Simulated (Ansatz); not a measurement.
## Hypothetical rock salt YSi, pressure series

The parent structure is YSi in the rock salt structure (space group Fm-3m, No. 225; a = 5.815 Å; a hypothetical phase, not in the database extracts checked).

Cell and atoms are relaxed at each pressure.

All numbers come from Kohn–Sham DFT with the PBE functional, run in Ansatz (a first-principles code) with PAW and 420 eV plane waves, no spin-orbit coupling, earlier PAW set.

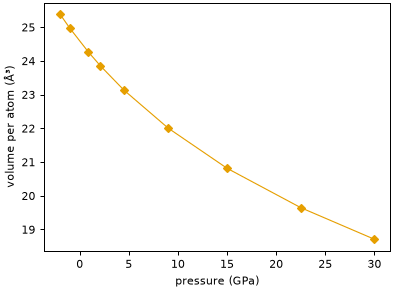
Volume against pressure

### Question
Estimate the zero-pressure bulk modulus from the plot.

### Answer
About 66 GPa; a third-order Birch–Murnaghan fit to the points gives V₀ = 24.58 Å³/atom, B₀ = 66 GPa and B₀′ = 3.7.

Load acts through the strain it causes; cell and atoms are relaxed under it. Stability against distortions was not tested. Competing high-pressure phases were not computed. All final runs are without spin polarisation. An odd electron count without spin: YSi. YSi has a high density of states at the Fermi level and may be magnetic at this level.
